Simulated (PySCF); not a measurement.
# C$_{4}$InN$_{4}$ (SMILES N#[C][In-]([C]#N)([C]#N)[C]#N) (charge −1): what the fields show

```yaml
atoms:
  - { symbol: In, position_ang: [0.0069, -0.0080, 0.0020] }
  - { symbol: C, position_ang: [0.0059, -0.0196, 2.1607] }
  - { symbol: N, position_ang: [0.0125, -0.0261, 3.3227] }
  - { symbol: C, position_ang: [2.0444, -0.0088, -0.7085] }
  - { symbol: N, position_ang: [3.1421, -0.0076, -1.0893] }
  - { symbol: C, position_ang: [-0.9964, 1.7619, -0.7199] }
  - { symbol: N, position_ang: [-1.5306, 2.7152, -1.1153] }
  - { symbol: C, position_ang: [-1.0063, -1.7649, -0.7371] }
  - { symbol: N, position_ang: [-1.5458, -2.7116, -1.1409] }
```

Geometry: PBE0-D3(BJ)/def2-SVP; core potentials replace the inner electrons of In.

Computed with PySCF, B3LYP/def2-SVPD, SCF density, gas phase, scalar-relativistic core potentials on the heavy atoms.

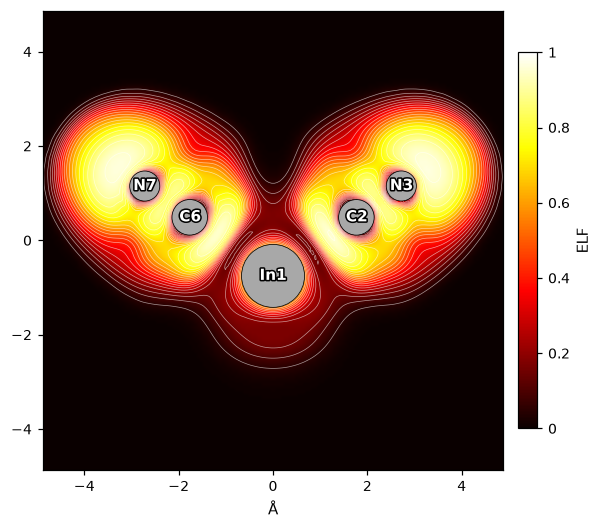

Figure 1. Electron localisation function on the plane of atoms C2, In1 and C6. Grey discs cover the atomic cores.

> Describe what can be read from this map.

Atoms in the plane: In, C and N. C–N (1.16 Å): the ELF peaks at about 0.85 between the atoms; a multiple bond. C–In (2.16 Å): the ELF peaks at about 0.95 in the valence shell of C, 0.6 Å from its nucleus, and drops to about 0.15 between the two atoms. The ELF also peaks beside N3 and N7, away from the bonds: lone-pair regions.

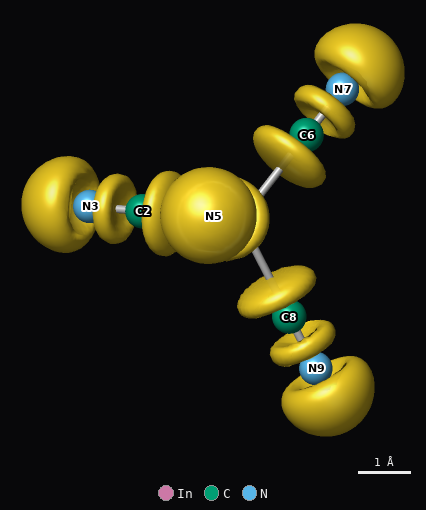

Figure 2. Isosurface of the electron localisation function at 0.8 (yellow), seen at a tilt. Core shells and regions of very low density are left out.

> Where are the electrons localised?

The ELF exceeds this value in four regions between bonded C–N atoms (shared pairs), four lobes of the valence shell of C pointing towards In (polar bonds) and four lobes on N, pointing away from the bonds (lone pairs).
